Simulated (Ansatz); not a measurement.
Consider SrLi2SnS4 (I-42m).

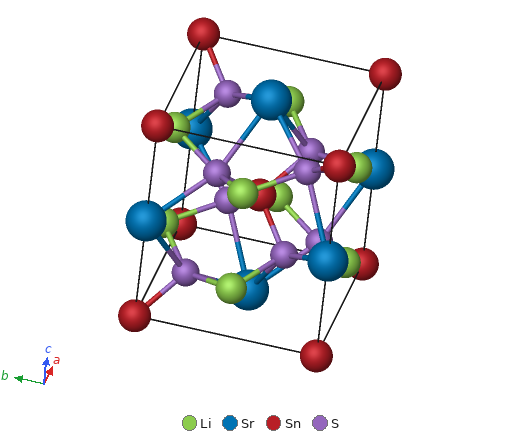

The structure (lithium green, strontium blue, tin red, sulfur purple). Bonds to atoms that aren't drawn are left out. Some periodic images of atoms are drawn too.

```cif
data_structure
_symmetry_space_group_name_H-M 'P 1'
_symmetry_Int_Tables_number 1
_cell_length_a 6.1518
_cell_length_b 6.1518
_cell_length_c 6.1518
_cell_angle_alpha 114.466
_cell_angle_beta 114.466
_cell_angle_gamma 99.886
_cell_volume 175.55
loop_
_atom_site_label
_atom_site_type_symbol
_atom_site_fract_x
_atom_site_fract_y
_atom_site_fract_z
_atom_site_occupancy
Li1 Li 0.25000 0.75000 0.50000 1
Li2 Li 0.75000 0.25000 0.50000 1
Sr3 Sr 0.50000 0.50000 0.00000 1
Sn4 Sn 0.00000 0.00000 0.00000 1
S5 S 0.03526 0.03526 0.41320 1
S6 S 0.96474 0.37794 0.00000 1
S7 S 0.62206 0.62206 0.58680 1
S8 S 0.37794 0.96474 0.00000 1
```

The cell and positions come from the Crystallography Open Database and are kept as given unless a step says otherwise. PAW set soft_2, made with PBE.

Gaps computed with Ansatz 0.2.0 without a self-energy: PBE 2.67 eV and PBE+SOC 2.68 eV.

Question: What gap should G0W0 on PBE give (4×4×4 mesh, 883 empty bands, screening to 170 eV, default PAW files)?

About 4.11 eV: on its mesh the run moves the gap from 2.67 eV by +1.44 eV. A band edge moves to another state on the way. Bands and cutoff are finite, so the gap is not at the basis limit. The miss can reach some tenths of an eV and take either sign; the mesh is an error of its own. The many-body steps are scalar-relativistic: spin-orbit coupling is not in them.

[Paths, hosts, dates, memory and timing lines, banners, echoed tables and standing remarks are left out of the program output.]

[Logs are printed without paths, hosts, clocks, repeated set-up lines and the standing remarks that a program may print on its own settings, such as how far it seeks lower states.]

[Runs of the session that timed out or met a known fault of the program may be left out.]

[Cells called generated may have been cut or substituted from an entry of the Crystallography Open Database or the Materials Project.]

[Hosts, paths, dates, database ids (printed as entryN), source tags and the programs' standing remarks are cut or masked in the printed files.]
